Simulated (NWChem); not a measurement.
# CBr2Cl2 (dibromodichloromethane): levels of theory compared

Aim: a comparison of 6 runs (HF/STO-3G, HF/3-21G, HF/6-31G*, B3LYP/6-31G*, SVWN5/aug-cc-pVDZ) of CBr2Cl2 (dibromodichloromethane). 

The calculation is run with NWChem 7.3.0.

### 1 The structure to begin with

The species is CBr2Cl2 (5 atoms), meant as a singlet with charge 0. As SMILES, `ClC(Cl)(Br)Br`. Geometry: relaxed at PBE0-D4/def2-TZVP.

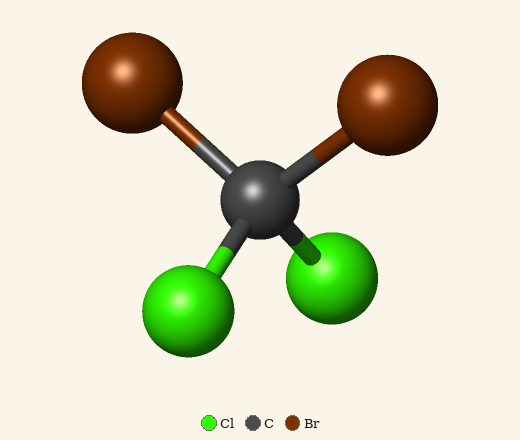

Viewed from a chosen angle; chlorine green, carbon dark grey, bromine brown.

### 2 Energy and forces at HF/STO-3G (run 1)

File run.py:

```python
from ase import Atoms
from ase.calculators.nwchem import NWChem

system = Atoms(['Cl', 'C', 'Cl', 'Br', 'Br'], positions=[
    [0.575900, -0.931900, 1.411700],
    [-0.009600, -0.014800, 0.034300],
    [-1.436900, 0.900100, 0.488900],
    [-0.454900, -1.231600, -1.410000],
    [1.375400, 1.204500, -0.566200],
])

calc = NWChem(
    label='m1',
    theory='scf',
    memory='2200 mb',
    basis='STO-3G',
    basispar='spherical bse',
    scf={'nopen': '0', 'rhf': None, 'thresh': '1e-08', 'maxiter': '80'},
)
system.calc = calc

forces = system.get_forces()
print(f"energy = {system.get_potential_energy():.6f} eV")
print("forces (eV/A):")
for s, f in zip(system.symbols, forces):
    print(f"{s:2s} {f[0]:10.5f} {f[1]:10.5f} {f[2]:10.5f}")
print("dipole (e A):", system.get_dipole_moment().round(4))
```

The run is started by

```console
export ASE_NWCHEM_COMMAND="nwchem PREFIX.nwi > PREFIX.nwo"
python run.py
```

The program printed:

```text
energy = -164244.223853 eV
forces (eV/A):
Cl    0.79488   -1.34021    2.14641
C     1.34026    0.00432   -2.90992
Cl   -2.14919    1.33841    0.79833
Br   -0.10876   -0.15581   -0.07225
Br    0.12274    0.15329    0.03738
dipole (e A): [ 0.0858  0.0002 -0.1868]
```

The calculator wrote m1.nwi:

```
title "m1"

permanent_dir m1

scratch_dir m1

start m1

geometry units angstrom nocenter noautosym noautoz
  Cl 5.7589999999999997e-01 -9.3189999999999995e-01 1.4117000000000000e+00
  C  -9.5999999999999992e-03 -1.4800000000000001e-02 3.4299999999999997e-02
  Cl -1.4369000000000001e+00 9.0010000000000001e-01 4.8890000000000000e-01
  Br -4.5490000000000003e-01 -1.2316000000000000e+00 -1.4099999999999999e+00
  Br 1.3754000000000000e+00 1.2044999999999999e+00 -5.6620000000000004e-01
end

memory 2200 mb

basis spherical bse noprint
   * library STO-3G
end

scf
  nopen 0
  rhf
  thresh 1e-08
  maxiter 80
end

task scf gradient
```

m1.nwo:

```text
Northwest Computational Chemistry Package (NWChem) 7.3.0
             --------------------------------------------------------

           Job information
           ---------------

    nwchem branch   = 7.3.0
    use scalapack   = T
    input           = m1.nwi
    prefix          = m1.
    data base       = m1/m1.db
    status          = startup
    nproc           =        1

           Memory information
           ------------------

[... 5 lines left out ...]
    hardfail = no
[... 126 lines left out ...]
         Quadratically convergent ROHF
[... 15 lines left out ...]
       Final RHF  results
[... 4 lines left out ...]
      Two-electron energy =   3242.597781811904
[... 68 lines left out ...]
                       ROHF Final Molecular Orbital Analysis
[... 212 lines left out ...]
                 ----------------------------------------
                 |  Time  |  1-e(secs)   |  2-e(secs)   |
                 ----------------------------------------
                 |  CPU   |       0.00   |       1.55   |
                 ----------------------------------------
                 |  WALL  |       0.00   |       1.55   |
                 ----------------------------------------

 Task  times  cpu:        9.0s     wall:        9.0s
 Total times  cpu:        9.0s     wall:        9.0s
```

It took 10 s on 1 thread of Intel Xeon Platinum 8375C at 2.90GHz (Ice Lake), shared host; peak memory 0.1 GiB.

### 3 Energy and gradient at HF/3-21G (run 2)

File input.xyz:

```xyz
5
CBr2Cl2
Cl     0.575900    -0.931900     1.411700
C     -0.009600    -0.014800     0.034300
Cl    -1.436900     0.900100     0.488900
Br    -0.454900    -1.231600    -1.410000
Br     1.375400     1.204500    -0.566200
```

File input.nw:

```
start input
title "CBr2Cl2"
memory stack 880 mb heap 220 mb global 1100 mb
charge 0

geometry noautosym nocenter noautoz
  load format xyz input.xyz
end

basis spherical bse
  * library 3-21G
end

scf
  thresh 1e-08
  maxiter 80
  print medium
end

task scf gradient
```

The run is started by

```console
nwchem input.nw > input.out
```

The program printed:

```text
[...]
  functions       =    79
[...]
  wavefunction    = RHF
[...]
         Total SCF energy =  -6072.279495748994
      One-electron energy = -10154.509333644863
      Two-electron energy =   3230.784228864094
 Nuclear repulsion energy =    851.445609031774
        Time for solution =      7.9s
[...]
                         RHF ENERGY GRADIENTS
    atom               coordinates                        gradient
                 x          y          z           x          y          z
   1 Cl      1.088293  -1.761036   2.667726   -0.013756   0.022830  -0.036105
   2 C      -0.018141  -0.027968   0.064818   -0.014992  -0.000054   0.032532
   3 Cl     -2.715347   1.700942   0.923887    0.036394  -0.022799  -0.013137
   4 Br     -0.859636  -2.327387  -2.664514    0.004996   0.011758   0.012446
   5 Br      2.599129   2.276175  -1.069963   -0.012643  -0.011735   0.004264
[...]
```

It took 11 s on 1 thread of Intel Xeon Platinum 8375C at 2.90GHz (Ice Lake), shared host; peak memory 0.1 GiB.

### 4 Energy and gradient at HF/6-31G(d) (spherical functions) (run 3)

File run.nw:

```
start run
title "CBr2Cl2 hf"
memory stack 880 mb heap 220 mb global 1100 mb
charge 0

geometry units au noautosym nocenter noautoz
Cl   1.08829328  -1.76103578   2.66772637
C   -0.01814137  -0.02796795   0.06481761
Cl  -2.71534747   1.70094248   0.92388710
Br  -0.85963641  -2.32738670  -2.66451384
Br   2.59912931   2.27617512  -1.06996293
end

basis spherical bse
* library 6-31G*
end

scf
thresh 1e-08
maxiter 80
end

task scf gradient
```

The run is started by

```console
nwchem run.nw > run.out
```

The program printed:

```text
[...]
  functions       =   114
[...]
  wavefunction    = RHF
[...]
         Total SCF energy =  -6100.976326270639
      One-electron energy = -10183.192010302986
      Two-electron energy =   3230.770136773396
 Nuclear repulsion energy =    851.445547258951
        Time for solution =     72.8s
[...]
                         RHF ENERGY GRADIENTS
    atom               coordinates                        gradient
                 x          y          z           x          y          z
   1 Cl      1.088293  -1.761036   2.667726   -0.001145   0.002030  -0.003410
   2 C      -0.018141  -0.027968   0.064818   -0.001523  -0.000015   0.003237
   3 Cl     -2.715347   1.700942   0.923887    0.003350  -0.002047  -0.001369
   4 Br     -0.859636  -2.327387  -2.664514    0.000595   0.001268   0.001222
   5 Br      2.599129   2.276175  -1.069963   -0.001277  -0.001235   0.000319
[...]
```

It took 91 s on 1 thread of Intel Xeon Platinum 8375C at 2.90GHz (Ice Lake), shared host; peak memory 0.1 GiB.

Runs 4 to 5 aren't shown in full; the table further down has their settings and results.

### 5 Energy and gradient at SVWN5/aug-cc-pVDZ (run 6)

File run.xyz:

```xyz
5
CBr2Cl2
Cl     0.575900    -0.931900     1.411700
C     -0.009600    -0.014800     0.034300
Cl    -1.436900     0.900100     0.488900
Br    -0.454900    -1.231600    -1.410000
Br     1.375400     1.204500    -0.566200
```

File run.py:

```python
from ase.io import read
from ase.calculators.nwchem import NWChem

system = read('run.xyz')

calc = NWChem(
    label='run',
    theory='dft',
    memory='2200 mb',
    basis='aug-cc-pVDZ',
    basispar='spherical bse',
    dft={'xc': 'slater vwn_5', 'mult': '1', 'grid': 'fine', 'convergence': 'energy 1e-08', 'iterations': '100', 'mulliken': None},
)
system.calc = calc

forces = system.get_forces()
print(f"energy = {system.get_potential_energy():.6f} eV")
print("forces (eV/A):")
for s, f in zip(system.symbols, forces):
    print(f"{s:2s} {f[0]:10.5f} {f[1]:10.5f} {f[2]:10.5f}")
print("dipole (e A):", system.get_dipole_moment().round(4))
```

The run is started by

```console
export ASE_NWCHEM_COMMAND="nwchem PREFIX.nwi > PREFIX.nwo"
python run.py
```

The program printed:

```text
energy = -165890.806733 eV
forces (eV/A):
Cl    0.08032   -0.11200    0.15062
C     0.05723    0.00051   -0.12182
Cl   -0.16728    0.11277    0.03790
Br   -0.00180   -0.02304   -0.04186
Br    0.03147    0.02175   -0.02489
dipole (e A): [-0.0013 -0.      0.0026]
```

The calculator wrote run.nwi:

```
title "run"

permanent_dir run

scratch_dir run

start run

geometry units angstrom nocenter noautosym noautoz
  Cl 5.7589999999999997e-01 -9.3189999999999995e-01 1.4117000000000000e+00
  C  -9.5999999999999992e-03 -1.4800000000000001e-02 3.4299999999999997e-02
  Cl -1.4369000000000001e+00 9.0010000000000001e-01 4.8890000000000000e-01
  Br -4.5490000000000003e-01 -1.2316000000000000e+00 -1.4099999999999999e+00
  Br 1.3754000000000000e+00 1.2044999999999999e+00 -5.6620000000000004e-01
end

memory 2200 mb

basis spherical bse noprint
   * library aug-cc-pVDZ
end

dft
  xc slater vwn_5
  mult 1
  grid fine
  convergence energy 1e-08
  iterations 100
  mulliken
end

task dft gradient
```

run.nwo:

```text
Northwest Computational Chemistry Package (NWChem) 7.3.0
             --------------------------------------------------------

           Job information
           ---------------

    nwchem branch   = 7.3.0
    use scalapack   = T
    input           = run.nwi
    prefix          = run.
    data base       = run/run.db
    status          = startup
    nproc           =        1

           Memory information
           ------------------

[... 5 lines left out ...]
    hardfail = no
[... 97 lines left out ...]
  convergence criterion.
[... 38 lines left out ...]
          Spatial weights used:  Erf1
[... 32 lines left out ...]
 1-e energy   =  -10184.212248
[... 43 lines left out ...]
           Coulomb energy =     3468.558306243262
[... 1145 lines left out ...]
          Convergence on density requested:  1.00D-05
[... 24 lines left out ...]
          total energy or number of iterations.
[... 36 lines left out ...]
                 ----------------------------------------
                 |  Time  |  1-e(secs)   |  2-e(secs)   |
                 ----------------------------------------
                 |  CPU   |       0.03   |     143.48   |
                 ----------------------------------------
                 |  WALL  |       0.03   |     143.48   |
                 ----------------------------------------

 Task  times  cpu:      524.4s     wall:      524.4s
 Total times  cpu:      524.5s     wall:      524.5s
```

Run time: 8.8 min. Hardware: 1 thread of Intel Xeon Platinum 8375C at 2.90GHz (Ice Lake), shared host; peak memory 0.12 GiB.

### 6 Overview of the runs

```csv
run,level,iteration cap,module,energy (Eh),dipole moment (D),HOMO energy (eV),LUMO energy (eV),wall time
1,HF/STO-3G,80,scf,-6035.863947,0.99,-9.42,5.91,10 s
2,HF/3-21G,80,scf,-6072.279496,0.82,-11.35,1.75,11 s
3,HF/6-31G* (spherical functions),80,scf,-6100.976326,0.18,-11.46,1.57,91 s
4,B3LYP/6-31G* (spherical functions),100,dft,-6106.197579,0.05,-8.07,-2.42,51 s
5,B3LYP/6-31G* (Cartesian functions),100,dft,-6106.221989,0.04,-8.06,-2.43,62 s
6,SVWN5/aug-cc-pVDZ,100,dft,-6096.374752,0.01,-7.22,-3.37,8.8 min
```

### 7 Outcome

| quantity | value |
| --- | --- |
| run 6: total energy | -6096.37475 Eh |
| run 6: dipole moment | 0.01 D |
| run 6: HOMO energy | -7.22 eV |
| run 6: LUMO energy | -3.37 eV |
| run 6: HOMO–LUMO gap | 3.85 eV |
| run 6: largest force on an atom | 0.205 eV/Å |

The dipole moment (its size) runs from 0.01 D (SVWN5/aug-cc-pVDZ) to 0.99 D (HF/STO-3G). The two ends differ in method and basis. The two dipoles point in opposite directions. The HOMO–LUMO gap runs from 3.85 eV (SVWN5/aug-cc-pVDZ) to 15.33 eV (HF/STO-3G). Totals of different functionals can't be ranked against each other. In run 1 the basis is minimal, so the values are rough. All runs together took 13 min, the longest 8.8 min.
